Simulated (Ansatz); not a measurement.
```yaml
atoms:
  - { symbol: Si, position_ang: [-0.8754, 0.0668, 0.7151] }
  - { symbol: H, position_ang: [1.7806, -0.1574, 1.3968] }
  - { symbol: O, position_ang: [1.3687, 0.1254, 0.5701] }
  - { symbol: H, position_ang: [1.3224, -0.6694, 0.0091] }
  - { symbol: O, position_ang: [-1.0389, 1.2887, -0.4087] }
  - { symbol: H, position_ang: [-0.8371, 1.0412, -1.3201] }
  - { symbol: O, position_ang: [-0.5971, -1.2459, -0.3796] }
  - { symbol: H, position_ang: [-0.8935, -2.0979, -0.0433] }
```

Computed with RKS PBE0-D4/def2-SVP in Ansatz.

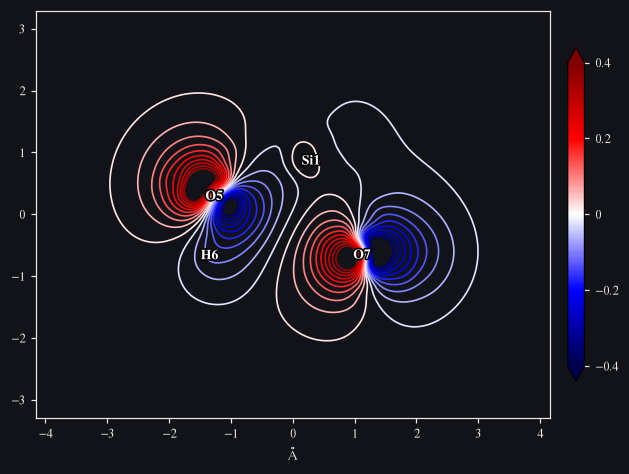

H₂O₂Si···H₂O. The HOMO−1 on the plane of atoms O5, Si1 and O7 (values in Å⁻³ᐟ²; the overall sign is arbitrary).

Question: Describe this orbital and give its energy.

Answer: By Hirshfeld shares it lies mainly on O5 (about 50 %) and O7 (about 35 %); largely a combination of lone pairs on O5 and O7. Its energy is −8.53 eV.
